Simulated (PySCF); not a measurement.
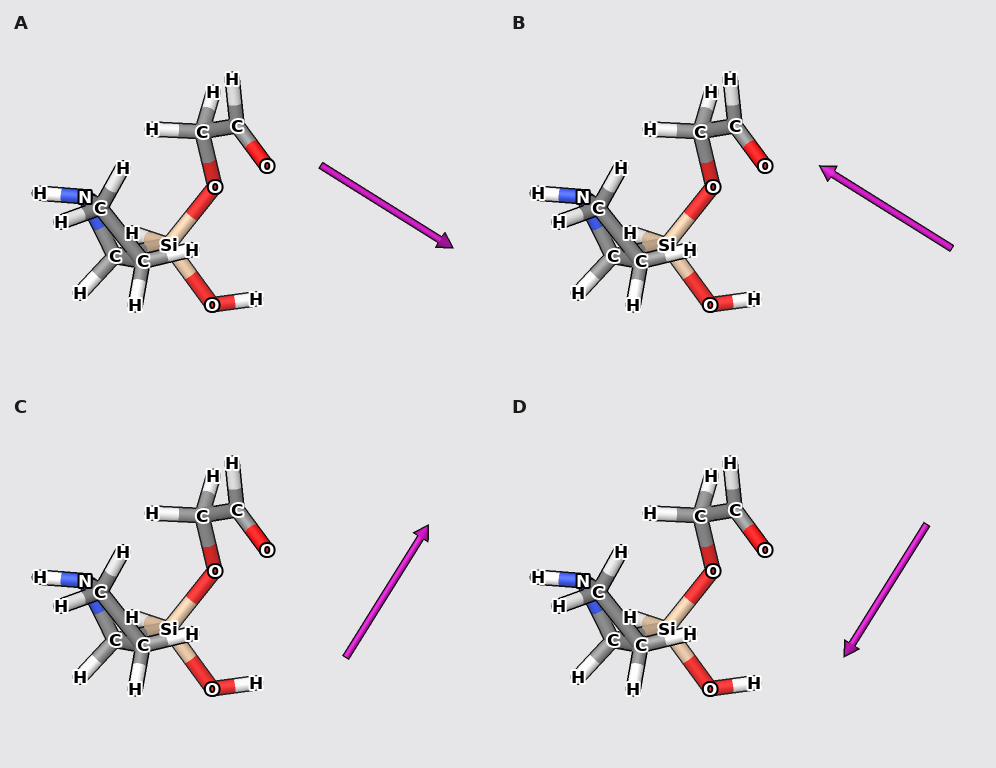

The same molecule four times, each with an arrow. Computed geometry: GFN2-xTB optimisation. No frequency run is at hand to confirm it as a minimum. Method: PBE0/pcSseg-1, gas phase (PySCF 2.14.0).

Which arrow points along the dipole moment, from the negative to the positive end?

Answer. B. The dipole moment is 2.75 D.

The geometry is semi-empirical. Around Si such bond lengths and angles can be off by a tenth of an ångström or more and by several degrees, and values that hang on the shape move with them.
